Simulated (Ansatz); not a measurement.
**ClFH2Si···H2: density, localisation and related maps**

```xyz
7

Si    0.0748    0.5028   -0.3654
H     0.6135   -0.4190    2.0817
Cl    1.8861   -0.3822   -0.7380
H    -0.4171    1.1013   -1.6304
H    -0.8706   -0.4954    0.1820
F     0.2738    1.7130    0.6718
H     0.6019    0.2856    2.2157
```

Not at a stationary point (largest force 1.8 eV/Å).

All numbers below come from Ansatz, RKS PBE0-D4/def2-SVP.

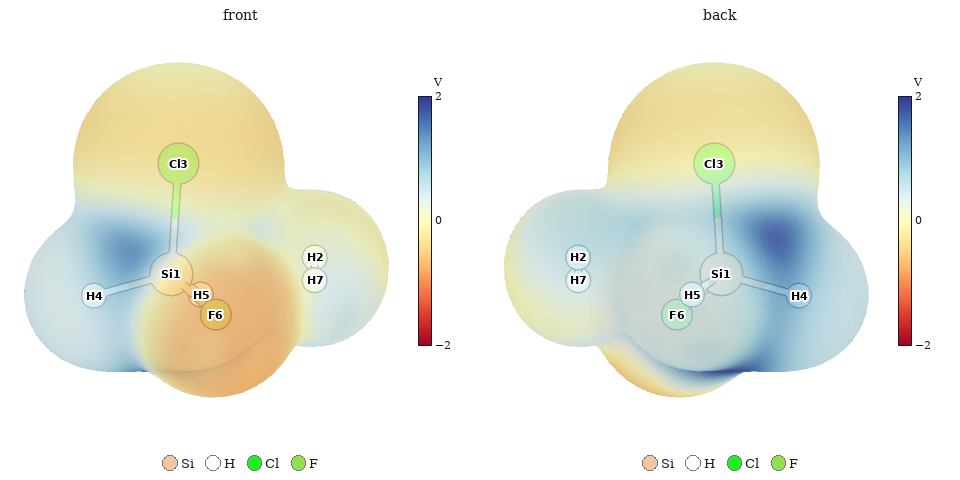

Figure 1. The molecular electrostatic potential painted on the density surface at 0.002 e/bohr³, seen from the front and from behind; the colour scale runs from red (negative) to blue (positive).

Question: Where is the surface potential most negative and most positive?

Answer: The most negative region (about −0.8 V) lies over F6, the most positive (about +1.8 V) over Si1.

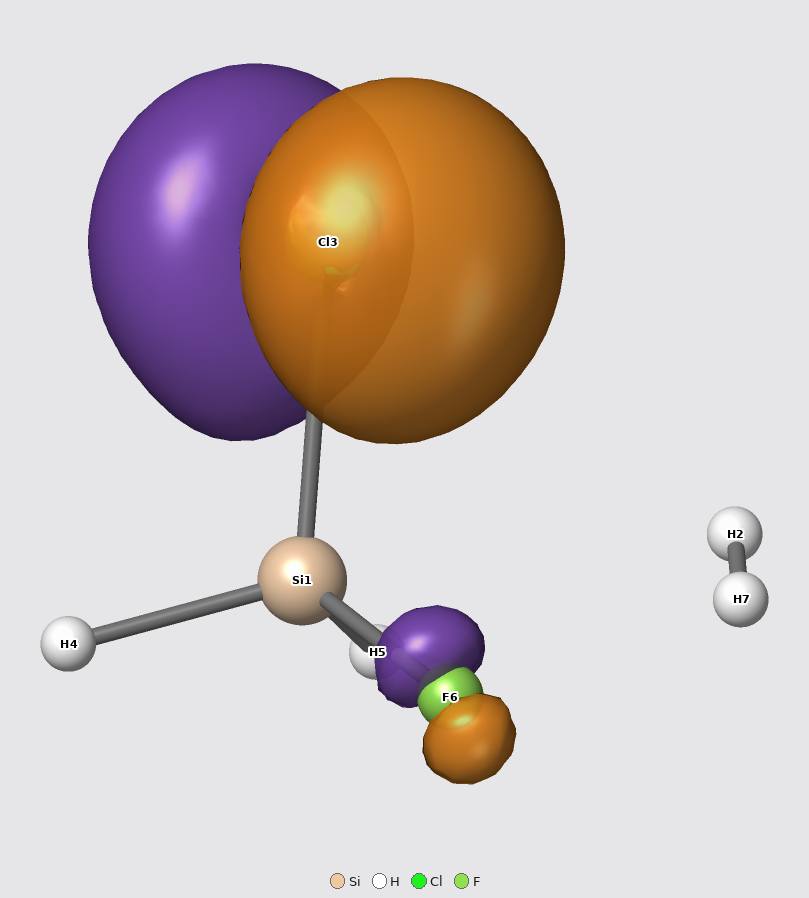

Figure 2. The HOMO−1 at ±0.15 Å⁻³ᐟ² (orange and purple are the two phases), seen across its widest extent.

Question: What is the character of this orbital?

Answer: By Hirshfeld shares it lies mainly on Cl3 (about 85 %); largely a lone pair of Cl3. Its energy is −9.59 eV.
